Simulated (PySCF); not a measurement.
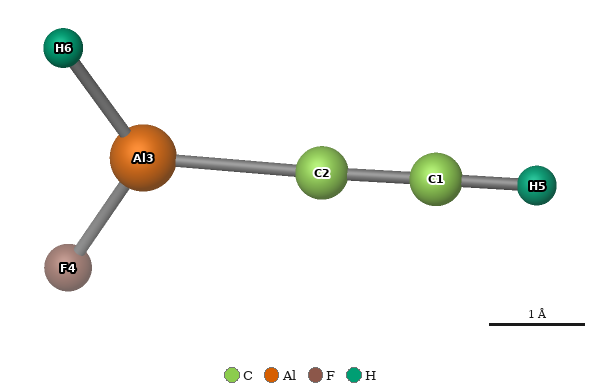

Figure 1. The structure (ball-and-stick view, seen at a tilt; atoms are numbered from 1 in the order of the input). Sticks mark near contacts.

**C2H2AlF: polarizability calculation**

C2H2AlF, computed with HF/cc-pV(T+d)Z, RHF (PySCF 2.14.0).

The geometry comes from this level: PBE0-D4/def2-TZVP.

Log
```
converged SCF energy = -418.362651608698
total energy: -418.36265161 hartree
isotropic polarizability 39.0143 bohr^3
```

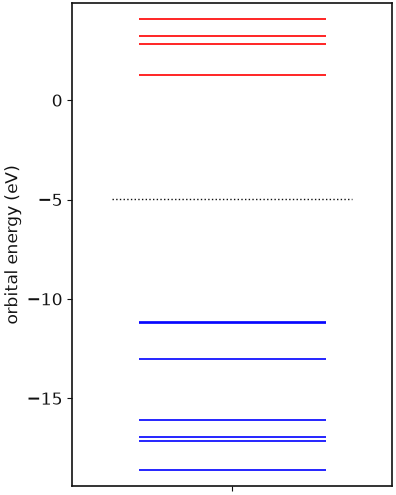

Figure 2. Orbital energies near the frontier; the dotted line parts filled from empty levels, and levels within 0.02 eV of each other stand side by side. Highest filled −11.17 eV, lowest empty 1.27 eV, 12.44 eV apart.

The run was set up as follows.

The input (job.py)
```python
import numpy
from pyscf import gto
from pyscf.prop.polarizability import rhf

system = gto.M(
    atom=[
    ('C', (1.661900, -0.284800, -0.787000)),
    ('C', (0.576900, -0.111600, -0.280500)),
    ('Al', (-1.100200, 0.209700, 0.538100)),
    ('F', (-2.307600, -0.871400, 0.253900)),
    ('H', (2.617000, -0.441700, -1.236000)),
    ('H', (-1.405900, 1.435700, 1.465300)),
],
    basis='cc-pv(t+d)z',
    spin=0,
    max_memory=1860,
    verbose=3,
)

mf = system.RHF()
mf.conv_tol = 1e-10
mf.kernel()
if not mf.converged:
    mf = mf.newton().run(mf.mo_coeff, mf.mo_occ)

energy = mf.e_tot
print(f'total energy: {energy:.8f} hartree')
pol = rhf.Polarizability(mf)
alpha = pol.polarizability()
print('isotropic polarizability %.4f bohr^3' % (numpy.trace(alpha) / 3))
alpha_w = pol.polarizability_with_freq(freq=0.0774)
beta = pol.hyper_polarizability()
```

Run as:
```bash
OMP_NUM_THREADS=1 python job.py
```

Results in brief

```json
{"quantity": "outcome", "value": "converged"}
{"quantity": "total energy", "value": "−418.362652 hartree"}
{"quantity": "basis functions", "value": "157"}
{"quantity": "HOMO", "value": "−11.17 eV"}
{"quantity": "LUMO", "value": "1.27 eV"}
{"quantity": "dipole moment", "value": "1.96 D"}
{"quantity": "hardware", "value": "1 thread of Arm Neoverse V1, 24 GiB of memory available, shared host"}
{"quantity": "wall time", "value": "7.6 min"}
{"quantity": "peak memory", "value": "0.73 GiB"}
```
